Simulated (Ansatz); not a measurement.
# TiZnSe3 (model cell, started as cubic perovskite with Ti in the octahedra): following an unstable mode, part 2 of 3

Which phase does TiZnSe3 (model cell, started as cubic perovskite with Ti in the octahedra) fall into along its unstable mode, and how much energy does it gain?

Ansatz 0.2.0; DFT PBE, scalar-relativistic, plane waves, PAW; PAW set soft_1.

So far, highest frequency on the path or at a solved wavevector (cm⁻¹): step 2 (response at finite wavevector) 252. Also lowest frequency on the path (cm⁻¹): step 2 -144.

The structure was built from a prototype and need not be the compound's stable phase.

**6. Relaxing from the distorted cell**

Starting from the lowest point found, all atoms and the cell are let go, so that strain and other modes of the same symmetry can join in.

File input.yaml:

```yaml
crystal:
  lattice:
    - [4.9563954824, 0.0, 0.0]
    - [0.0, 4.9563954824, 0.0]
    - [0.0, 0.0, 4.9563954824]
  atoms:
    - { symbol: Zn, position: [0.0, -0.0067626504, 0.0] }
    - { symbol: Ti, position: [0.5, 0.4717536665, 0.5] }
    - { symbol: Se, position: [0.5, 0.5114504802, 0.0] }
    - { symbol: Se, position: [0.5, -0.0001811096, 0.5] }
    - { symbol: Se, position: [0.0, 0.5114504802, 0.5] }
kpoints:
  mp_grid: { grid: [8, 8, 8] }
hamiltonian:
  xc: pbe
  pseudopotentials: { kind: paw, azcp: { folder: soft_1 } }
scf:
  occupations: { method: methfessel_paxton, width: 0.2 }
output:
  forces: true
  stress: true
  eigenvalues: true
  write_density: true
  write_potential: true
  elf: true
  volumetric_format: npy
relax:
  adjacent_minimum: "off"
  f_tol: 0.002
  max_steps: 120
  cell: { stress_tol: 0.03 }
```

Started as:

```
ansatz run input.yaml --threads 4 --pin off --max-ram 16384MiB --backend cpu --events-out ev --progress --plain --runs-dir out
```

Numbers of over 12 decimals in the logs are rounded to 6 here.

What it wrote:

```text
[...]
Crystal: 5 atoms, lattice volume = 121.758 Å³
Basis set: ecut = 420 eV, 2373 PW (Γ), exchange–correlation on 72×72×72 points (8 copies of the dense FFT grid, shifted against one another)
Bands: 44, of which v1, the nominal top of the filled ones, is band 36 counted from 1 (35 counted from 0)
Symmetry: 8 space group operations
[...]
k-points: 75 of 512 (time reversal used)
[...]
SCF iter   1: F=—  HF=-22232.130148 eV  |F-HF|=—  |Δ(HF+E_count)|=         —  Δρ=1.78e-1  dr2=7.43e1  ethr=3.10e-3  ⟨swp⟩=6.0  Hψ=11639  notcnv=0
[...]
SCF iter  10: F=-22227.166186 eV  HF=-22227.166186 eV  |F-HF|=5.91e-8  |Δ(HF+E_count)|=   3.18e-7  S|Δr|=    0.00e0  Δρ=6.77e-6  dr2=8.58e-8  ethr=1.39e-10  ⟨swp⟩=12.8  Hψ=23861  notcnv=0
SCF 1 converged in 10 iterations: F = -22227.166186 eV  dr2 = 8.58e-8
[...]
relax step   1: F+E_penalty+E_count = -22227.16618555 eV  Δ(F+E_penalty+E_count) = +0.000e0 eV  max|allowed force component| = 4.063e-1 eV/Å  Δτ_max = 0.0000 Å  P = +0.201 GPa  Ω = 121.758 Å³  (10 SCF iters, dr2 threshold 1.00e-7 eV, accepted)
Crystal: 5 atoms, lattice volume = 121.302 Å³
[...]
SCF iter   7: F=-22227.202725 eV  HF=-22227.202725 eV  |F-HF|=1.92e-7  |Δ(HF+E_count)|=   3.85e-7  S|Δr|=    0.00e0  Δρ=1.77e-5  dr2=2.08e-7  ethr=6.94e-10  ⟨swp⟩=10.1  Hψ=27167  notcnv=0
SCF 2 converged in 7 iterations: F = -22227.202725 eV  dr2 = 2.08e-7
relax step   2: F+E_penalty+E_count = -22227.20272464 eV  Δ(F+E_penalty+E_count) = -3.654e-2 eV  max|allowed force component| = 3.585e-1 eV/Å  Δτ_max = 0.0705 Å  P = -0.063 GPa  Ω = 121.302 Å³  energy of the carried Pulay correction = +8.988e-5 eV  (7 SCF iters, dr2 threshold 5.00e-7 eV, accepted)
Crystal: 5 atoms, lattice volume = 120.625 Å³
Basis set: ecut = 420 eV, 2357 PW (Γ), exchange–correlation on 72×72×72 points (8 copies of the dense FFT grid, shifted against one another)
[...]
SCF iter   7: F=-22227.314577 eV  HF=-22227.314577 eV  |F-HF|=1.32e-7  |Δ(HF+E_count)|=   9.18e-7  S|Δr|=    0.00e0  Δρ=1.77e-5  dr2=3.77e-7  ethr=6.94e-10  ⟨swp⟩=12.0  Hψ=25466  notcnv=0
SCF 3 converged in 7 iterations: F = -22227.314577 eV  dr2 = 3.77e-7
relax step   3: F+E_penalty+E_count = -22227.31457737 eV  Δ(F+E_penalty+E_count) = -1.119e-1 eV  max|allowed force component| = 9.343e-1 eV/Å  Δτ_max = 0.1951 Å  P = +0.003 GPa  Ω = 120.625 Å³  energy of the carried Pulay correction = +2.241e-4 eV  (7 SCF iters, dr2 threshold 5.00e-7 eV, accepted)
[... from here on, the SCF cycles and remarks between the steps are left out ...]
relax step   4: F+E_penalty+E_count = -22227.49789509 eV  Δ(F+E_penalty+E_count) = -1.833e-1 eV  max|allowed force component| = 1.058e0 eV/Å  Δτ_max = 0.1946 Å  P = +0.213 GPa  Ω = 120.775 Å³  energy of the carried Pulay correction = +1.942e-4 eV  (7 SCF iters, dr2 threshold 5.00e-7 eV, accepted)
relax step   5: F+E_penalty+E_count = -22227.75878345 eV  Δ(F+E_penalty+E_count) = -2.609e-1 eV  max|allowed force component| = 9.042e-1 eV/Å  Δτ_max = 0.1944 Å  P = +0.713 GPa  Ω = 121.370 Å³  energy of the carried Pulay correction = +7.630e-5 eV  (7 SCF iters, dr2 threshold 5.00e-7 eV, accepted)
relax step   6: F+E_penalty+E_count = -22228.01729923 eV  Δ(F+E_penalty+E_count) = -2.585e-1 eV  max|allowed force component| = 9.679e-1 eV/Å  Δτ_max = 0.1925 Å  P = +1.071 GPa  Ω = 122.449 Å³  energy of the carried Pulay correction = -1.350e-4 eV  (8 SCF iters, dr2 threshold 5.00e-7 eV, accepted)
relax step   7: F+E_penalty+E_count = -22228.26958517 eV  Δ(F+E_penalty+E_count) = -2.523e-1 eV  max|allowed force component| = 6.720e-1 eV/Å  Δτ_max = 0.1951 Å  P = +1.233 GPa  Ω = 124.964 Å³  energy of the carried Pulay correction = -6.156e-4 eV  (8 SCF iters, dr2 threshold 5.00e-7 eV, accepted)
relax step   8: F+E_penalty+E_count = -22228.44319622 eV  Δ(F+E_penalty+E_count) = -1.736e-1 eV  max|allowed force component| = 3.509e-1 eV/Å  Δτ_max = 0.1951 Å  P = +1.008 GPa  Ω = 128.947 Å³  energy of the carried Pulay correction = -1.345e-3 eV  (8 SCF iters, dr2 threshold 5.00e-7 eV, accepted)
relax step   9: F+E_penalty+E_count = -22228.52172359 eV  Δ(F+E_penalty+E_count) = -7.853e-2 eV  max|allowed force component| = 5.576e-1 eV/Å  Δτ_max = 0.1393 Å  P = +0.138 GPa  Ω = 134.211 Å³  energy of the carried Pulay correction = -2.253e-3 eV  (9 SCF iters, dr2 threshold 5.00e-7 eV, accepted)
relax step  10: F+E_penalty+E_count = -22228.53656848 eV  Δ(F+E_penalty+E_count) = -1.484e-2 eV  max|allowed force component| = 9.235e-1 eV/Å  Δτ_max = 0.1585 Å  P = -0.022 GPa  Ω = 142.797 Å³  energy of the carried Pulay correction = -3.613e-3 eV  (10 SCF iters, dr2 threshold 5.00e-7 eV, accepted)
relax step  11: F+E_penalty+E_count = -22228.57003015 eV  Δ(F+E_penalty+E_count) = -3.346e-2 eV  max|allowed force component| = 1.568e-1 eV/Å  Δτ_max = 0.0636 Å  P = -0.269 GPa  Ω = 142.871 Å³  energy of the carried Pulay correction = -3.624e-3 eV  (9 SCF iters, dr2 threshold 5.00e-7 eV, accepted)
relax step  12: F+E_penalty+E_count = -22228.58555937 eV  Δ(F+E_penalty+E_count) = -1.553e-2 eV  max|allowed force component| = 2.210e-1 eV/Å  Δτ_max = 0.0421 Å  P = +0.202 GPa  Ω = 143.087 Å³  energy of the carried Pulay correction = -3.656e-3 eV  (9 SCF iters, dr2 threshold 5.00e-7 eV, accepted)
relax step  13: F+E_penalty+E_count = -22228.59077715 eV  Δ(F+E_penalty+E_count) = -5.218e-3 eV  max|allowed force component| = 5.534e-2 eV/Å  Δτ_max = 0.0246 Å  P = +0.019 GPa  Ω = 145.010 Å³  energy of the carried Pulay correction = -3.941e-3 eV  (8 SCF iters, dr2 threshold 5.00e-7 eV, accepted)
relax step  14: F+E_penalty+E_count = -22228.59107066 eV  Δ(F+E_penalty+E_count) = -2.935e-4 eV  max|allowed force component| = 7.289e-3 eV/Å  Δτ_max = 0.0046 Å  P = -0.001 GPa  Ω = 144.936 Å³  energy of the carried Pulay correction = -3.931e-3 eV  (7 SCF iters, dr2 threshold 1.91e-7 eV, accepted)
relax step  15: F+E_penalty+E_count = -22228.59108922 eV  Δ(F+E_penalty+E_count) = -1.855e-5 eV  max|allowed force component| = 2.362e-3 eV/Å  Δτ_max = 0.0025 Å  P = -0.003 GPa  Ω = 144.848 Å³  energy of the carried Pulay correction = -3.918e-3 eV  (8 SCF iters, dr2 threshold 3.32e-9 eV, accepted)
relax step  16: F+E_penalty+E_count = -22228.59108695 eV  Δ(F+E_penalty+E_count) = +2.269e-6 eV  max|allowed force component| = 1.237e-4 eV/Å  Δτ_max = 0.0006 Å  P = +0.000 GPa  Ω = 144.869 Å³  energy of the carried Pulay correction = -3.921e-3 eV  (8 SCF iters, dr2 threshold 3.49e-10 eV, accepted)
relax step  17: F+E_penalty+E_count = -22228.60842325 eV  Δ(F+E_penalty+E_count) = -1.734e-2 eV  max|allowed force component| = 2.986e-3 eV/Å  Δτ_max = 0.0000 Å  P = +0.211 GPa  Ω = 144.869 Å³  stress off target by 5.41e-1 GPa  SCF on the basis re-selected at this cell (its energy is not comparable with the rows above)  (13 SCF iters)
relax step  18: F+E_penalty+E_count = -22228.61808621 eV  Δ(F+E_penalty+E_count) = -9.663e-3 eV  max|allowed force component| = 4.374e-2 eV/Å  Δτ_max = 0.0409 Å  P = +0.114 GPa  Ω = 148.125 Å³  energy of the carried Pulay correction = -5.153e-4 eV  (8 SCF iters, dr2 threshold 5.00e-7 eV, accepted)
relax step  19: F+E_penalty+E_count = -22228.62456295 eV  Δ(F+E_penalty+E_count) = -6.477e-3 eV  max|allowed force component| = 1.238e-1 eV/Å  Δτ_max = 0.0671 Å  P = +0.164 GPa  Ω = 153.060 Å³  energy of the carried Pulay correction = -1.249e-3 eV  (9 SCF iters, dr2 threshold 3.92e-7 eV, accepted)
relax step  20: F+E_penalty+E_count = -22228.62506466 eV  Δ(F+E_penalty+E_count) = -5.017e-4 eV  max|allowed force component| = 5.794e-2 eV/Å  Δτ_max = 0.0174 Å  P = -0.056 GPa  Ω = 154.904 Å³  energy of the carried Pulay correction = -1.530e-3 eV  (8 SCF iters, dr2 threshold 5.00e-7 eV, accepted)
relax step  21: F+E_penalty+E_count = -22228.62512761 eV  Δ(F+E_penalty+E_count) = -6.295e-5 eV  max|allowed force component| = 9.813e-3 eV/Å  Δτ_max = 0.0052 Å  P = -0.002 GPa  Ω = 155.225 Å³  energy of the carried Pulay correction = -1.572e-3 eV  (6 SCF iters, dr2 threshold 2.10e-7 eV, accepted)
relax step  22: F+E_penalty+E_count = -22228.62515255 eV  Δ(F+E_penalty+E_count) = -2.495e-5 eV  max|allowed force component| = 2.054e-3 eV/Å  Δτ_max = 0.0011 Å  P = +0.007 GPa  Ω = 155.080 Å³  energy of the carried Pulay correction = -1.550e-3 eV  (7 SCF iters, dr2 threshold 6.02e-9 eV, accepted)
relax step  23: F+E_penalty+E_count = -22228.62515085 eV  Δ(F+E_penalty+E_count) = +1.708e-6 eV  max|allowed force component| = 9.654e-4 eV/Å  Δτ_max = 0.0003 Å  P = -0.001 GPa  Ω = 155.097 Å³  energy of the carried Pulay correction = -1.553e-3 eV  (7 SCF iters, dr2 threshold 2.64e-10 eV, accepted)
relax step  24: F+E_penalty+E_count = -22228.62667615 eV  Δ(F+E_penalty+E_count) = -1.525e-3 eV  max|allowed force component| = 2.013e-3 eV/Å  Δτ_max = 0.0000 Å  P = +0.000 GPa  Ω = 155.097 Å³  stress off target by 4.82e-3 GPa  SCF on the basis re-selected at this cell (its energy is not comparable with the rows above)  (13 SCF iters)
relax step  25: F+E_penalty+E_count = -22228.62664838 eV  Δ(F+E_penalty+E_count) = +2.777e-5 eV  max|allowed force component| = 3.201e-2 eV/Å  Δτ_max = 0.0015 Å  P = +0.033 GPa  Ω = 155.097 Å³  (9 SCF iters, dr2 threshold 2.53e-10 eV, rejected (line search))
relax step  26: F+E_penalty+E_count = -22228.62667540 eV  Δ(F+E_penalty+E_count) = +7.487e-7 eV  max|allowed force component| = 5.737e-3 eV/Å  Δτ_max = 0.0004 Å  P = +0.008 GPa  Ω = 155.097 Å³  (10 SCF iters, rejected (line search))
relax step  27: F+E_penalty+E_count = -22228.62667625 eV  Δ(F+E_penalty+E_count) = -1.015e-7 eV  max|allowed force component| = 1.328e-3 eV/Å  Δτ_max = 0.0001 Å  P = +0.004 GPa  Ω = 155.097 Å³  (9 SCF iters, accepted)
relax step  28: F+E_penalty+E_count = -22228.62666107 eV  Δ(F+E_penalty+E_count) = +1.518e-5 eV  max|allowed force component| = 7.490e-4 eV/Å  Δτ_max = 0.0016 Å  P = +0.001 GPa  Ω = 155.237 Å³  energy of the carried Pulay correction = -2.209e-5 eV  (10 SCF iters, accepted)
relax step  29: F+E_penalty+E_count = -22228.62664319 eV  Δ(F+E_penalty+E_count) = +1.788e-5 eV  max|allowed force component| = 1.018e-4 eV/Å  Δτ_max = 0.0016 Å  P = -0.000 GPa  Ω = 155.364 Å³  energy of the carried Pulay correction = -4.205e-5 eV  (10 SCF iters, accepted)
[...]
SCF iter   9: F=-22228.626690 eV  HF=-22228.626690 eV  |F-HF|=9.09e-11  |Δ(HF+E_count)|=  2.91e-10  S|Δr|=    0.00e0  Δρ=6.24e-8  dr2=8.50e-12  ethr=1.00e-12  ⟨swp⟩=5.0  Hψ=16150  notcnv=0
SCF 30 converged in 9 iterations: F = -22228.626690 eV  dr2 = 8.50e-12
relax step  30: F+E_penalty+E_count = -22228.62669004 eV  Δ(F+E_penalty+E_count) = -4.685e-5 eV  max|allowed force component| = 9.810e-5 eV/Å  Δτ_max = 0.0000 Å  P = -0.000 GPa  Ω = 155.364 Å³  stress off target by 4.09e-4 GPa  SCF on the basis re-selected at this cell (its energy is not comparable with the rows above)  (9 SCF iters)
[...]
SCF converged after 9 iterations
[...]
Free energy (F): -22228.626690 eV
[...]
Internal energy: -22228.630680 eV  (E = F + TS)
E sigma→0 (E₀):  -22228.627688 eV
Entropy (-TS):   0.003990 eV (0.798 meV/atom)
Fermi energy:    4.472952 eV
Step filling:    the computed levels leave a gap of 0.2600 eV = 1.3 smearing widths at the electron count; against every level under it full and every level over it empty, smearing changes F+E_penalty+E_count by +2.122 meV and its σ→0 estimate by +1.125 meV
[...]
--- Forces (eV/Å), atoms counted from 1 ---
  atom   1  Zn    -0.00000000    -0.00009797    -0.00000000
  atom   2  Ti    -0.00000000    -0.00001207     0.00000000
  atom   3  Se     0.00000000     0.00007049     0.00000000
  atom   4  Se     0.00000000    -0.00003028     0.00000000
  atom   5  Se    -0.00000000     0.00007049    -0.00000000
  max |Σ_I F_I| component: 6.72e-7 eV/Å
--- Stress (GPa, compression-positive) ---
       -0.000409       0.000000       0.000000
        0.000000      -0.000064      -0.000000
        0.000000      -0.000000      -0.000409
  P = ⅓ Tr σ = -0.0003 GPa (-0.003 kbar)
--- Band table (eV; the first three rows and the last of 75) ---
  k-point 0: bands = [... 32 lower, 2.9257, 2.9257, 3.4459, 3.4459, 3.9689, 4.8802, 6.5131, 6.8775, ... 4 higher]
  k-point 1: bands = [... 32 lower, 2.8882, 2.9474, 3.3141, 3.3986, 4.5660, 5.0302, 6.1761, 6.8692, ... 4 higher]
  k-point 2: bands = [... 32 lower, 2.7919, 2.9371, 3.1454, 3.3681, 5.2932, 5.5728, 5.8000, 6.7202, ... 4 higher]
  k-point 74: bands = [... 32 lower, 2.6053, 3.8786, 3.8786, 4.6927, 4.8438, 5.9612, 5.9612, 6.4802, ... 4 higher]
--- Relaxed structure (27 steps of the walk, 25 accepted, 3 SCFs on fresh bases) ---
  F+E_penalty+E_count = -22228.62669004 eV   max|allowed force component| = 9.810e-5 eV/Å   (the final SCF, on the basis selected at the relaxed cell)
  cell:  # Å, volume = 155.3643 Å³
    - [4.964891, 0, 0]
    - [0, 6.302776, 0.0]
    - [0, 0.0, 4.964891]
  atoms:
    - { symbol: Zn, position: [0, -0.308620, 0] }
    - { symbol: Ti, position: [0.5, 0.464866, 0.5] }
    - { symbol: Se, position: [0.5, 0.608767, 0.0] }
    - { symbol: Se, position: [0.5, 0.113931, 0.5] }
    - { symbol: Se, position: [0, 0.608767, 0.5] }
```

Elapsed: 8.6 min, on 4 threads of Arm Neoverse V1, shared host; peak memory 0.75 GiB.

The steps of the relaxation (22 of 30):

| step | energy less that of the first step (eV) | largest force component (eV/Å) | pressure (GPa) | volume (Å³) |
| --- | --- | --- | --- | --- |
| 1 | 0.0000 | 0.4063 | 0.20 | 121.76 |
| 2 | -0.0365 | 0.3585 | -0.06 | 121.30 |
| 4 | -0.3317 | 1.0579 | 0.21 | 120.77 |
| 5 | -0.5926 | 0.9042 | 0.71 | 121.37 |
| 7 | -1.1034 | 0.6720 | 1.23 | 124.96 |
| 8 | -1.2770 | 0.3509 | 1.01 | 128.95 |
| 9 | -1.3555 | 0.5576 | 0.14 | 134.21 |
| 11 | -1.4038 | 0.1568 | -0.27 | 142.87 |
| 12 | -1.4194 | 0.2210 | 0.20 | 143.09 |
| 13 | -1.4246 | 0.0553 | 0.02 | 145.01 |
| 15 | -1.4249 | 0.0024 | 0.00 | 144.85 |
| 16 | -1.4249 | 0.0001 | 0.00 | 144.87 |
| 18 | -1.4519 | 0.0437 | 0.11 | 148.12 |
| 19 | -1.4584 | 0.1238 | 0.16 | 153.06 |
| 20 | -1.4589 | 0.0579 | -0.06 | 154.90 |
| 22 | -1.4590 | 0.0021 | 0.01 | 155.08 |
| 23 | -1.4590 | 0.0010 | 0.00 | 155.10 |
| 24* | -1.4605 | 0.0020 | 0.00 | 155.10 |
| 26 | -1.4605 | 0.0057 | 0.01 | 155.10 |
| 27 | -1.4605 | 0.0013 | 0.00 | 155.10 |
| 29 | -1.4605 | 0.0001 | 0.00 | 155.36 |
| 30* | -1.4605 | 0.0001 | 0.00 | 155.36 |

Relaxation steps marked * repeat the geometry before them on a plane-wave basis chosen anew for their cell, so energy and pressure can jump there. Other such steps can lie between the rows shown. Relaxation steps 25, 26 were tried and not accepted.

Forces are held to the 8 operations that the run works with; a distortion that breaks them can't arise in this run.

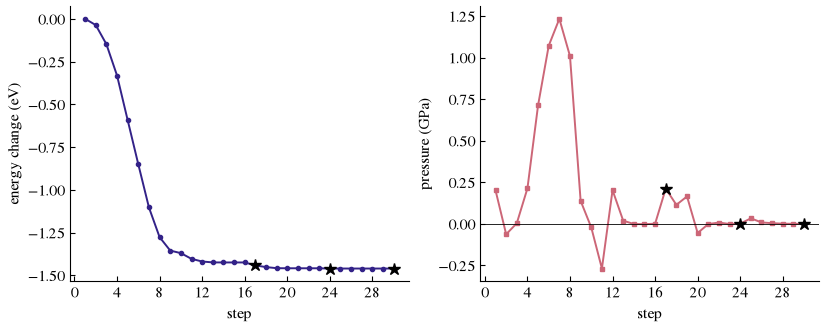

Energy and pressure along the relaxation. Stars mark steps on a basis chosen anew.

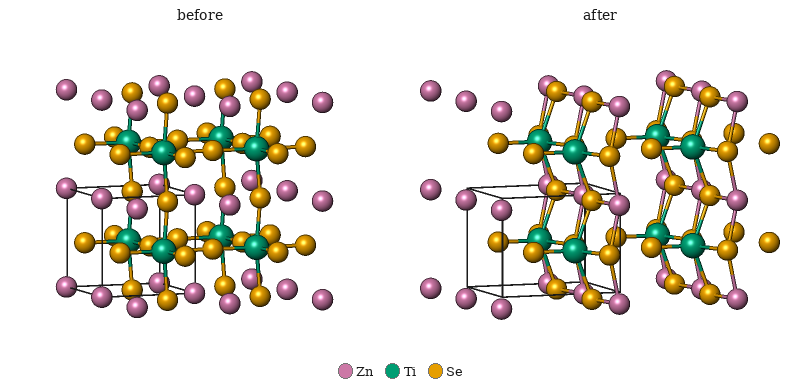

Before and after, at one scale. Bonds to atoms that aren't drawn are left out.

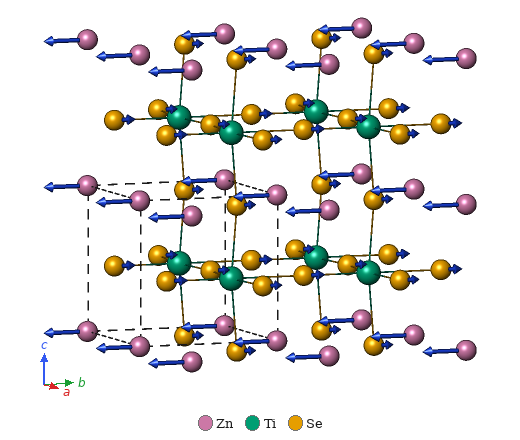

Displacements in the relaxation, scaled, measured against the changing cell; the longest in the cell stands for 1.90 Å. 2×2×2 cells are drawn. Some periodic images of atoms are drawn too.

```
     cell as run  before  after   change
           a (Å)   4.956  4.965   +0.2 %
           b (Å)   4.956  6.303  +27.2 %
           c (Å)   4.956  4.965   +0.2 %
volume (Å³/atom)   24.35  31.07  +27.6 %
```

The atoms that moved most (Å, as changes of fractional coordinates times the final cell):

| atom | dx | dy | dz | length |
| --- | --- | --- | --- | --- |
| Zn1 | 0.000 | -1.903 | 0.000 | 1.903 |
| Se4 | 0.000 | 0.719 | 0.000 | 0.719 |
| Se5 | 0.000 | 0.613 | 0.000 | 0.613 |
| Se3 | 0.000 | 0.613 | 0.000 | 0.613 |
| Ti2 | 0.000 | -0.043 | 0.000 | 0.043 |

Final coordinates:

```xyz
5
Lattice="4.9649 0.0000 0.0000 0.0000 6.3028 0.0000 0.0000 0.0000 4.9649" Properties=species:S:1:pos:R:3 pbc="T T T"
Zn    0.0000   -1.9452    0.0000
Ti    2.4824    2.9299    2.4824
Se    2.4824    3.8369    0.0000
Se    2.4824    0.7181    2.4824
Se    0.0000    3.8369    2.4824
```

Numbers from this step:

```yaml
pressure: -2.94e-4 GPa
volume_per_atom: 31.07 Å³
```

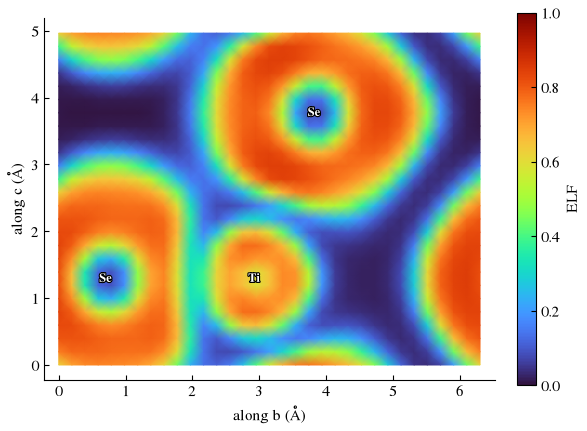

ELF in the bc plane at fractional x = 0.500, with atoms of Ti and Se within 0.2 Å of it. It is the smooth field of the valence electrons, not physical close to the nuclei. The map starts off the cell's origin, so that atoms lie inside it.

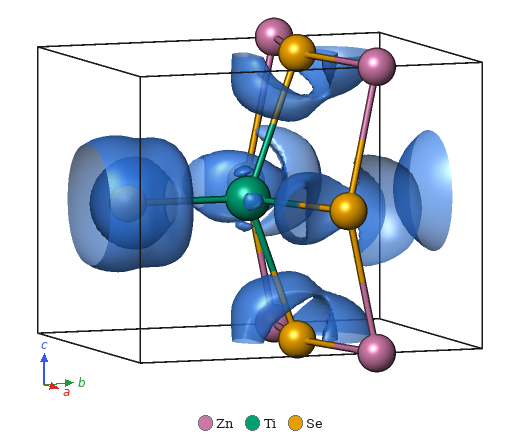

Surface of ELF = 0.77.

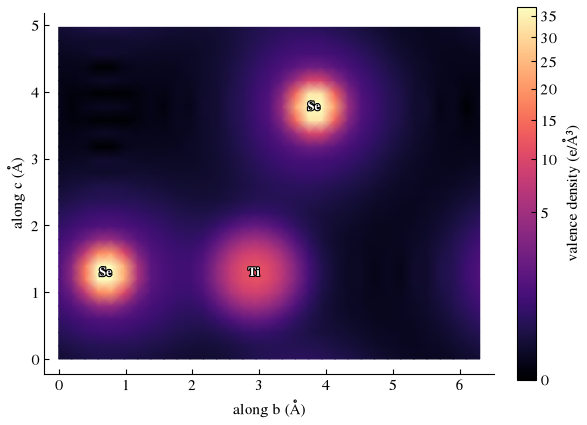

Valence density in the bc plane at fractional x = 0.500, with atoms of Ti and Se within 0.2 Å of it. It is the smooth field of the valence electrons, not physical close to the nuclei. The map starts off the cell's origin, so that atoms lie inside it. The colour scale is stretched toward low values.

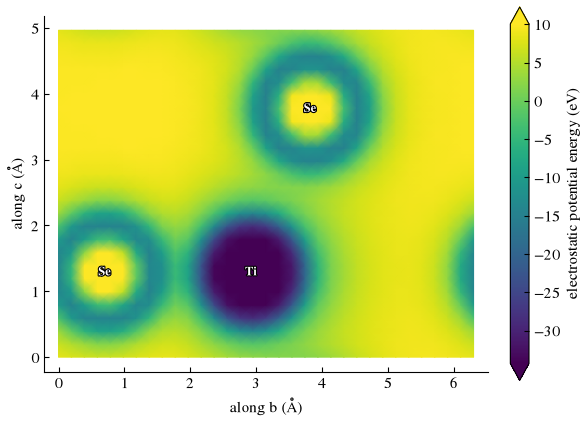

Electrostatic potential energy in the bc plane at fractional x = 0.500, with atoms of Ti and Se within 0.2 Å of it. With pseudopotentials it is smooth inside the atoms' cores, unlike the true potential. The map starts off the cell's origin, so that atoms lie inside it.

The distorted start has space group P4mm; the relaxation ends in P4mm.

[end of part 2 of 3]

[Logs are printed without paths, hosts, clocks, repeated set-up lines and the standing remarks that a program may print on its own settings, such as how far it seeks lower states.]

[Hosts, paths, dates, database ids (printed as entryN), source tags and the programs' standing remarks are cut or masked in the printed files.]
